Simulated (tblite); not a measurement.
Run report: C2H7PSi, molecular dynamics (part 1 of 2)

C2H7PSi, computed with GFN2-xTB Langevin dynamics, gas phase (tblite 0.8.0).

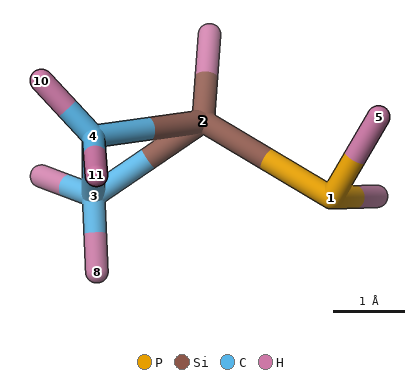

Fig. 1: The input geometry (stick view, seen at a tilt; atoms are numbered from 1 in the order of the input). Bond lengths as drawn: C–C 1.53 Å, C–H 1.08 Å, C–Si 1.89 Å, H–P 1.39 Å, H–Si 1.46 Å and P–Si 2.22 Å.

**The input**
```
{"job": {"kind": "md", "xc": "GFN2-xTB", "basis": "xTB", "temperature": 400, "steps": 2000, "every": 50}, "charge": 0, "multiplicity": 1}
P      2.119246    -0.189202     0.817538
Si     0.350205    -0.204183    -0.527884
C     -1.319124    -0.457498     0.314179
C     -1.038570     0.992394    -0.081612
H      2.960867     0.429278    -0.093251
H      2.561172    -1.450417     0.450286
H      0.449445    -0.603544    -1.929530
H     -1.369198    -0.659260     1.374531
H     -2.122488    -0.939911    -0.221647
H     -1.669815     1.392221    -0.860590
H     -0.916315     1.692794     0.732016
```

The first line tells a small driver script what to run in tblite; the rest is the geometry in Å.

Machine: 1 CPU thread, shared host.

Run as:
```bash
OMP_NUM_THREADS=1 python <driver script> task.json out
```

**Log**
```
t/fs     T/K      E/eV
    0.0   350.9   -327.33234
   25.0   278.5   -327.09279
   50.0   332.4   -326.88161
   75.0   387.1   -326.89733
  100.0   331.3   -326.94567
  125.0   377.5   -326.93867
  150.0   427.9   -326.83617
  175.0   543.8   -326.95127
  200.0   370.5   -326.65705
  225.0   537.4   -326.86703
  250.0   522.2   -326.78430
  275.0   500.1   -326.78469
  300.0   268.5   -326.70511
  325.0   374.4   -326.94890
  350.0   462.3   -326.84412
  375.0   337.2   -326.78199
  400.0   341.9   -326.81537
  425.0   435.5   -327.00866
  450.0   378.4   -326.85215
  475.0   493.7   -326.95080
  500.0   405.3   -326.88974
  525.0   533.4   -327.02086
  550.0   462.8   -326.86497
  575.0   495.2   -326.83075
  600.0   415.9   -326.80697
  625.0   339.3   -326.83907
  650.0   419.0   -326.81899
  675.0   393.5   -326.99487
  700.0   336.9   -327.05840
  725.0   329.5   -326.90906
  750.0   383.2   -326.87263
  775.0   284.2   -326.79446
  800.0   271.4   -326.94453
  825.0   482.7   -327.12198
  850.0   378.4   -326.87030
  875.0   462.5   -326.90082
  900.0   352.6   -326.88891
  925.0   346.8   -326.91038
  950.0   336.1   -326.83407
  975.0   462.8   -326.83174
 1000.0   521.5   -326.76060
```

**Trajectory as extended XYZ (Å, eV, eV/Å), 41 frames, from step=0 to step=40**
```
11
Properties=species:S:1:pos:R:3:forces:R:3 step=0 time_fs=0.0 energy=-327.33234 temperature=350.9
P     2.1192   -0.1892    0.8175   -0.0008  -0.0006   0.0017
Si    0.3502   -0.2042   -0.5279    0.0006  -0.0008   0.0019
C    -1.3191   -0.4575    0.3142   -0.0022  -0.0012  -0.0012
C    -1.0386    0.9924   -0.0816   -0.0002   0.0001  -0.0025
H     2.9609    0.4293   -0.0933    0.0007   0.0023  -0.0032
H     2.5612   -1.4504    0.4503    0.0017  -0.0012  -0.0004
H     0.4494   -0.6035   -1.9295   -0.0017  -0.0011   0.0010
H    -1.3692   -0.6593    1.3745   -0.0003   0.0068   0.0002
H    -2.1225   -0.9399   -0.2216    0.0015  -0.0062   0.0007
H    -1.6698    1.3922   -0.8606    0.0033   0.0089  -0.0022
H    -0.9163    1.6928    0.7320   -0.0027  -0.0071   0.0040
11
Properties=species:S:1:pos:R:3:forces:R:3 step=1 time_fs=25.0 energy=-327.09279 temperature=278.5
P     2.1018   -0.2044    0.8290    0.0126   0.8996  -0.1310
Si    0.3494   -0.2395   -0.5385   -1.3687   0.4470   0.7387
C    -1.3583   -0.4881    0.3152   -0.4975   0.7434   1.1178
C    -1.0458    0.9891    0.0212    0.6673  -1.0638  -1.4699
H     3.0689    0.2599   -0.0895   -0.3953  -0.1462   0.2041
H     2.4382   -1.4894    0.6158    0.2873  -0.9048  -0.1288
H     0.2348   -0.7574   -1.8922    0.2088   0.0333  -0.1554
H    -1.4851   -0.6578    1.4305    0.2690  -0.0989  -1.4761
H    -2.2519   -0.8181   -0.2397    0.7360  -0.1373   0.3425
H    -1.6183    1.4846   -0.7510   -0.1244  -0.1985  -0.0146
H    -0.8560    1.6580    0.8082    0.2049   0.4264   0.9727
11
Properties=species:S:1:pos:R:3:forces:R:3 step=2 time_fs=50.0 energy=-326.88161 temperature=332.4
P     2.0555   -0.2689    0.8992    0.2337  -1.2038  -0.7356
Si    0.3020   -0.3145   -0.5038   -0.3528   0.5648  -0.1503
C    -1.4226   -0.4948    0.3119    0.9937   1.8617  -2.8012
C    -0.9945    1.0091    0.0975    0.4878  -0.4905   0.1875
H     2.8685    0.2150   -0.1562   -0.0976  -0.3056   0.4510
H     2.3631   -1.6986    0.6371   -0.0967   1.3863   0.2062
H     0.7517   -0.7287   -1.9254   -0.6470   0.3616   0.9520
H    -1.5011   -0.8430    1.2730   -0.4931  -0.6679   1.7796
H    -2.1958   -0.7193   -0.4113   -0.1440  -0.3879   0.4799
H    -1.6121    1.6308   -0.5574    0.1819  -0.5466   0.0957
H    -0.7549    1.5987    1.0023   -0.0657  -0.5722  -0.4647
11
Properties=species:S:1:pos:R:3:forces:R:3 step=3 time_fs=75.0 energy=-326.89733 temperature=387.1
P     2.0302   -0.3909    0.9431    0.1798  -0.7615   0.7234
Si    0.2933   -0.3541   -0.4016   -0.5188   0.1423   0.6892
C    -1.5352   -0.4847    0.2033    1.3222  -0.5115  -0.2308
C    -1.0193    0.8997    0.1153    0.2419   1.5852   1.9435
H     2.9392    0.1113    0.0494    0.2382  -0.0416  -0.3087
H     2.5381   -1.7506    0.8937   -0.4584   0.9128  -0.3046
H     0.1329   -0.4392   -1.8122    0.3605  -0.1619  -0.9481
H    -1.7305   -0.8834    1.1731   -0.4384  -0.1363   0.1206
H    -2.1012   -0.8020   -0.6245   -1.0535  -0.4344  -0.2735
H    -1.4765    1.6650   -0.4952   -0.1100  -0.3340  -0.3146
H    -0.9373    1.3229    1.1582    0.2366  -0.2591  -1.0964
11
Properties=species:S:1:pos:R:3:forces:R:3 step=4 time_fs=100.0 energy=-326.94567 temperature=331.3
P     2.0482   -0.5396    1.0033   -0.7908   1.3181   0.7244
Si    0.2676   -0.3838   -0.3570    0.4542   0.5938  -0.0879
C    -1.5369   -0.5599    0.1195    0.3933  -0.4394   2.3945
C    -1.0484    0.8850    0.1591    0.1536  -0.2517  -0.9521
H     2.9267   -0.0516    0.0775    0.1619   0.2521  -0.2510
H     2.2542   -1.7614    0.5766    0.4195  -1.8314  -0.3880
H     0.7028   -0.5867   -1.7369   -0.2249   0.0795  -0.1392
H    -1.7057   -0.9961    1.1762   -0.3296   0.4701  -2.0041
H    -2.2505   -0.6772   -0.6613   -0.4754  -0.6879   0.1380
H    -1.5598    1.4889   -0.5632    0.0675   0.2948  -0.4238
H    -1.0178    1.4077    1.0738    0.1707   0.2019   0.9893
11
Properties=species:S:1:pos:R:3:forces:R:3 step=5 time_fs=125.0 energy=-326.93867 temperature=377.5
P     2.0699   -0.6928    1.0037    0.5959  -0.1813  -0.8012
Si    0.2641   -0.3879   -0.3113    0.2423  -0.3627  -0.5346
C    -1.5788   -0.6521    0.1152    0.2775   1.1206  -0.4697
C    -1.0913    0.8462    0.0314   -0.9737   0.1479  -1.3999
H     2.9820   -0.0112    0.1167   -0.6307  -0.3492   0.5255
H     2.5069   -1.9657    0.4933   -0.4461   0.6924   0.1985
H     0.4056   -0.4372   -1.7862    0.1370  -0.2095   0.2420
H    -1.9414   -0.7807    1.1293   -0.0983  -0.7979  -0.4668
H    -2.1937   -1.0247   -0.7543    0.4729   0.5724   1.4525
H    -1.5959    1.4935   -0.7381    0.7491  -0.7460   0.7353
H    -1.0145    1.3692    0.9571   -0.3261   0.1134   0.5183
11
Properties=species:S:1:pos:R:3:forces:R:3 step=6 time_fs=150.0 energy=-326.83617 temperature=427.9
P     2.0714   -0.8490    0.9951   -1.1576  -0.9821  -0.0483
Si    0.2742   -0.3924   -0.3095   -0.4903   0.1557   0.0904
C    -1.5517   -0.7584    0.1142    1.7239   1.4931   0.2147
C    -1.1976    0.7767    0.0432   -0.7019  -0.1900  -0.5053
H     2.9010   -0.2319    0.1224    0.5257   0.2302  -0.5419
H     2.0656   -2.0938    0.2706    0.4081   0.6905   0.5741
H     0.6826   -0.8563   -1.6493   -0.2364   0.3358  -0.0618
H    -1.7213   -1.0226    1.1063   -0.4875  -0.7846   1.3633
H    -2.2241   -1.1922   -0.5800   -0.4423   0.0828  -0.4173
H    -1.7648    1.2015   -0.7746    0.4589   0.1918  -0.4561
H    -1.3536    1.5032    0.8745    0.3994  -1.2232  -0.2119
11
Properties=species:S:1:pos:R:3:forces:R:3 step=7 time_fs=175.0 energy=-326.95127 temperature=543.8
P     2.0151   -0.9645    0.9739   -0.2610   1.1109   1.2917
Si    0.3116   -0.3849   -0.3113   -0.5506  -0.3943  -0.6066
C    -1.4747   -0.8477    0.1768   -0.1457  -0.1193  -0.3779
C    -1.2475    0.6499    0.0034    0.4308   0.6683   1.1795
H     3.0425   -0.5815    0.1859    0.3979   0.4372  -0.5309
H     2.3196   -2.2483    0.7390   -0.2940  -1.0676  -0.4776
H     0.3711   -0.4073   -1.7856    0.2830  -0.2209   0.0988
H    -1.8343   -1.2327    1.1432    0.3913   0.3628  -0.5648
H    -2.0150   -1.2914   -0.6622   -0.1000   0.0926   0.4318
H    -1.7334    1.2055   -0.7848   -0.0014  -0.3350  -0.1730
H    -1.2660    1.2735    0.9114   -0.1503  -0.5346  -0.2710
11
Properties=species:S:1:pos:R:3:forces:R:3 step=8 time_fs=200.0 energy=-326.65705 temperature=370.5
P     1.8996   -1.0463    0.9624    1.3953  -0.3120  -0.8527
Si    0.3351   -0.3788   -0.3948   -0.5097   0.2908  -0.8266
C    -1.4118   -0.8945    0.1207   -1.0092  -1.9877  -0.5474
C    -1.2014    0.5976    0.0613    0.2632   0.5274   0.4556
H     2.8746   -1.0787   -0.1361   -0.6154   0.3004   1.0912
H     1.4609   -2.2483    0.4774    0.1667  -0.7906   0.5080
H     0.6635   -0.4920   -1.8213   -0.1142   0.1458   0.0704
H    -1.3371   -1.3268    1.1481   -0.5179   0.5778  -0.7341
H    -2.2388   -1.4709   -0.4731    1.5240   1.3409   0.9321
H    -1.4772    1.2128   -0.7704   -0.7932  -0.2555  -0.3368
H    -1.3951    1.1252    0.9779    0.2104   0.1628   0.2404
11
Properties=species:S:1:pos:R:3:forces:R:3 step=9 time_fs=225.0 energy=-326.86703 temperature=537.4
P     1.8577   -1.2255    0.9694   -0.3646  -0.3061  -0.1888
Si    0.3395   -0.3468   -0.5947    0.9658  -0.6764   0.7763
C    -1.3564   -0.8807    0.0077   -0.1913  -0.3571   0.3790
C    -1.1019    0.6536    0.1330   -0.2001  -1.1835  -0.3007
H     2.9715   -1.4036    0.1782    0.1096   0.3000  -0.2698
H     1.6992   -2.6595    0.9484   -0.3915   0.9323  -0.2018
H     0.6902   -0.2323   -2.0247   -0.1225  -0.0456   0.3115
H    -1.6168   -1.5244    0.8944    0.4897   0.9507  -0.9428
H    -1.9664   -1.1271   -0.8424   -0.6009  -0.0469   0.0850
H    -1.7874    1.2156   -0.4824    0.2445   0.2430  -0.0654
H    -1.0508    1.0205    1.1328    0.0613   0.1895   0.4174
11
Properties=species:S:1:pos:R:3:forces:R:3 step=10 time_fs=250.0 energy=-326.78430 temperature=522.2
P     1.8211   -1.3066    0.8843   -0.9351   0.2877   0.2643
Si    0.4332   -0.3827   -0.5953   -1.2801   0.2403  -0.6931
C    -1.4387   -0.8099   -0.2052    2.9109   0.7969   0.4760
C    -0.9581    0.5752    0.2111   -0.7380   0.2773   1.2673
H     2.8897   -1.3908    0.0757    0.8283   0.0434  -0.6440
H     1.3102   -2.4660    0.3798    0.1077  -0.7544   0.2333
H     0.5064   -0.1300   -2.0553    0.3229  -0.0541   0.4153
H    -1.4735   -1.4434    0.6182   -0.1898  -1.1824   1.4004
H    -2.3114   -0.8775   -0.7278   -1.6138  -0.1037  -1.8069
H    -1.5064    1.3597   -0.3031    0.3926   0.0789   0.2467
H    -0.9835    0.6747    1.3291    0.1944   0.3701  -1.1594
11
Properties=species:S:1:pos:R:3:forces:R:3 step=11 time_fs=275.0 energy=-326.78469 temperature=500.1
P     1.8288   -1.3997    0.7581    1.8392  -0.9821  -0.0802
Si    0.3633   -0.4676   -0.5810    2.2151   0.0070   0.2536
C    -1.3700   -0.7562   -0.2083   -2.9243   0.6991  -1.1613
C    -0.8962    0.6212    0.3195    0.0836  -0.0021  -0.5000
H     2.9627   -1.2044   -0.1134   -0.7611   0.2105   0.6573
H     1.9465   -2.7853    0.4215   -0.6196   0.7115   0.0563
H     1.0049   -0.0478   -1.8016   -0.2051   0.1160  -0.5198
H    -1.9625   -1.3863    0.4114    0.3246  -0.5645   0.6750
H    -1.9690   -0.6521   -1.1403    0.1511   0.1175   0.5322
H    -1.2484    1.4770   -0.2618   -0.0842  -0.2416   0.4950
H    -0.8960    0.7750    1.3975   -0.0194  -0.0712  -0.4081
11
Properties=species:S:1:pos:R:3:forces:R:3 step=12 time_fs=300.0 energy=-326.70511 temperature=268.5
P     1.9761   -1.5780    0.8171   -0.4719   0.3984  -1.8062
Si    0.3658   -0.5104   -0.5881   -0.3759  -0.3165   0.5342
C    -1.5634   -0.5819   -0.3077   -1.5225  -2.0603   0.4427
C    -0.8914    0.5846    0.3198    0.8696   1.0101  -0.5418
H     3.0761   -0.9751    0.1134   -0.5823  -0.2626   0.4036
H     2.0547   -2.7280   -0.0268   -0.0443   0.4497   0.4218
H     0.6472    0.0352   -1.9067    0.2019  -0.1448  -0.1515
H    -1.9521   -1.3031    0.4788    0.6445   0.5691  -0.8764
H    -2.4466   -0.5159   -1.0411    1.8310   0.4172   0.7633
H    -1.1608    1.5872    0.0211   -0.0055  -0.0334  -0.1289
H    -0.6625    0.5399    1.3539   -0.5444  -0.0268   0.9391
11
Properties=species:S:1:pos:R:3:forces:R:3 step=13 time_fs=325.0 energy=-326.94890 temperature=374.4
P     1.9376   -1.6892    0.7701   -1.9927  -0.8860   0.5620
Si    0.3849   -0.5691   -0.4815    0.8097  -0.0387   0.6948
C    -1.4787   -0.5472   -0.3839   -0.5056  -0.8381   1.4698
C    -0.8403    0.6236    0.4106    0.2208  -0.1759  -2.4404
H     2.9477   -0.9208    0.4216    1.2510   0.9710  -0.6251
H     2.2101   -2.6620   -0.1720    0.0394   0.1112  -0.0966
H     1.0288   -0.2628   -1.7752   -0.2962   0.1514   0.0929
H    -2.2028   -1.2378    0.0962    0.9536   0.3165   0.1459
H    -1.9502   -0.2469   -1.2628   -0.5458   0.6153  -1.4014
H    -1.0213    1.5570   -0.1485    0.1303  -0.2794   0.7958
H    -0.9933    0.6692    1.4502   -0.0643   0.0526   0.8023
11
Properties=species:S:1:pos:R:3:forces:R:3 step=14 time_fs=350.0 energy=-326.84412 temperature=462.3
P     1.8138   -1.8006    0.6967    1.3911  -0.9772   0.5232
Si    0.4803   -0.5709   -0.4186   -0.2236   0.3089  -2.6289
C    -1.4132   -0.5618   -0.3850    1.7838   0.7273  -0.5398
C    -0.7076    0.5963    0.3065   -1.8463   0.8150   2.0294
H     2.8715   -0.9243    0.4709   -0.0236  -0.0068   0.2614
H     2.2392   -2.5435   -0.4103   -0.2424  -0.0323   0.2178
H     0.8222   -0.0754   -1.7883    0.1261  -0.1676   0.3961
H    -1.9256   -1.2262    0.1897   -1.0630  -1.6233   1.9485
H    -2.0171   -0.3760   -1.2054   -0.5295   0.6235  -1.7394
H    -0.9192    1.6105   -0.0474    0.1523  -0.5199   0.2689
H    -0.9193    0.4373    1.3926    0.4750   0.8525  -0.7372
11
Properties=species:S:1:pos:R:3:forces:R:3 step=15 time_fs=375.0 energy=-326.78199 temperature=337.2
P     1.7643   -1.9565    0.7372    0.4699   0.7473   0.0544
Si    0.5359   -0.5012   -0.5147   -0.3329   0.2493   1.3013
C    -1.3424   -0.5737   -0.2249   -2.0233  -0.5668  -2.3185
C    -0.7654    0.6667    0.4020    0.9960  -1.9156   0.8067
H     3.0382   -1.2294    0.7508   -1.1201  -0.5469  -0.2303
H     2.1125   -2.7487   -0.3475    0.1147   0.0913  -0.0300
H     1.3551    0.0483   -1.5950   -0.3551   0.0771  -0.1565
H    -1.7933   -1.3473    0.4068    0.4258   0.3162  -0.0855
H    -2.1340   -0.3792   -1.1083    1.7859  -0.4026   1.7022
H    -1.0059    1.4847   -0.1802   -0.3268   1.7587  -0.5381
H    -0.9443    0.7536    1.4792    0.3659   0.1920  -0.5058
11
Properties=species:S:1:pos:R:3:forces:R:3 step=16 time_fs=400.0 energy=-326.81537 temperature=341.9
P     1.6724   -2.0378    0.7426   -1.1182   0.6546   0.6433
Si    0.6303   -0.4288   -0.4495    0.9442  -1.9221  -0.2393
C    -1.2241   -0.6402   -0.3273   -1.7548   0.4581  -0.2588
C    -0.5933    0.6055    0.4134   -0.9825   0.3867  -2.3498
H     2.8425   -1.3727    0.6526    0.8307   0.0569  -0.1446
H     1.8901   -2.9148   -0.2628    0.3005  -0.2470  -0.6476
H     1.1818    0.1896   -1.5982    0.4681   0.2244  -0.8947
H    -1.6683   -1.4319    0.3344    0.6142   0.9181  -0.5817
H    -1.9861   -0.4263   -1.1793    1.5260  -0.1535   1.4831
H    -0.7460    1.5914   -0.0443   -0.3146  -0.5503   0.4771
H    -0.5160    0.5782    1.4265   -0.5136   0.1741   2.5130
11
Properties=species:S:1:pos:R:3:forces:R:3 step=17 time_fs=425.0 energy=-327.00866 temperature=435.5
P     1.6032   -2.0799    0.7361    0.3371  -0.3526   0.5434
Si    0.7648   -0.4831   -0.4949   -0.9664   1.0690  -0.1326
C    -1.1494   -0.5371   -0.3558    1.6705  -1.4456   1.5977
C    -0.5734    0.5336    0.5185    0.7144   0.7999  -0.7599
H     2.9376   -1.7035    0.9246   -0.2545   0.1817  -0.1438
H     1.9526   -2.9198   -0.2937    0.0272  -0.1699  -0.2101
H     1.2310    0.0876   -1.8089   -0.1406  -0.2366   0.7392
H    -1.5903   -1.3963    0.1402   -0.0307   0.1915   0.0714
H    -1.6468   -0.2886   -1.1998   -1.5608   0.9326  -2.1787
H    -0.7538    1.6023    0.1998    0.1088  -1.3713   0.6077
H    -0.6720    0.3217    1.5764    0.0950   0.4012  -0.1345
11
Properties=species:S:1:pos:R:3:forces:R:3 step=18 time_fs=450.0 energy=-326.85215 temperature=378.4
P     1.5913   -2.1791    0.7386    1.5593   0.2933  -0.7018
Si    0.8240   -0.4193   -0.4572    0.6086  -1.3138  -0.3618
C    -1.0698   -0.5842   -0.5034    1.4082   1.0048  -0.4959
C    -0.4617    0.3858    0.5666   -2.6067  -0.6130   1.7648
H     2.8946   -1.6037    0.8888   -0.7542  -0.0897   0.3841
H     2.2344   -2.9371   -0.2836   -0.7642   0.2072   0.1973
H     1.5583    0.1649   -1.5586    0.0978   0.2344  -0.0618
H    -1.4403   -1.5103   -0.1899   -0.6544  -0.9179   0.5475
H    -1.6204   -0.1719   -1.3372   -0.0214   0.1668   0.2504
H    -0.8300    1.3927    0.3644    0.3867  -0.2062   0.5294
H    -0.7176   -0.0282    1.6488    0.7404   1.2340  -2.0521
11
Properties=species:S:1:pos:R:3:forces:R:3 step=19 time_fs=475.0 energy=-326.95080 temperature=493.7
P     1.6938   -2.1665    0.7013   -0.2080  -0.7410   0.3937
Si    0.9418   -0.4724   -0.4140   -2.2254   0.0532   0.9929
C    -0.9573   -0.5566   -0.6122   -0.4785   0.3330  -2.2494
C    -0.6229    0.2717    0.5487    1.5928  -0.9170   0.7783
H     2.9296   -1.6674    0.9185    0.6649   0.3978   0.3400
H     2.1923   -2.8459   -0.3756   -0.0149  -0.3452  -0.3640
H     1.6098    0.5654   -1.0687    0.7372   0.8924  -0.7939
H    -1.4985   -1.4671   -0.3909    0.0312   0.0562  -0.3779
H    -1.3448    0.0306   -1.5135    0.2809  -1.0857   1.2882
H    -0.7794    1.3112    0.4523   -0.2657   0.6669   0.3264
H    -0.8088   -0.2200    1.5110   -0.1146   0.6894  -0.3343
11
Properties=species:S:1:pos:R:3:forces:R:3 step=20 time_fs=500.0 energy=-326.88974 temperature=405.3
P     1.8660   -2.2380    0.7480   -0.7844   0.1494   0.0857
Si    0.9652   -0.4284   -0.2638    0.9162  -0.2233  -0.7862
C    -0.8272   -0.5311   -0.8557   -2.0022   0.0838   0.3999
C    -0.6296    0.1796    0.5104    1.3307   1.6518  -1.7587
H     3.1367   -1.7909    0.6296    0.6591   0.2605  -0.0147
H     2.0041   -3.0411   -0.3561   -0.0531  -0.0659  -0.2661
H     1.8796    0.4893   -1.0725   -0.6011  -0.5429   0.5158
H    -1.5260   -1.4516   -0.7620    1.3730   1.4691  -0.4271
H    -1.2431    0.2440   -1.5584    0.5938  -1.2921   0.3485
H    -0.6923    1.2843    0.4711   -0.5103  -0.9195   0.3485
H    -0.8914   -0.3038    1.3798   -0.9217  -0.5710   1.5544
```
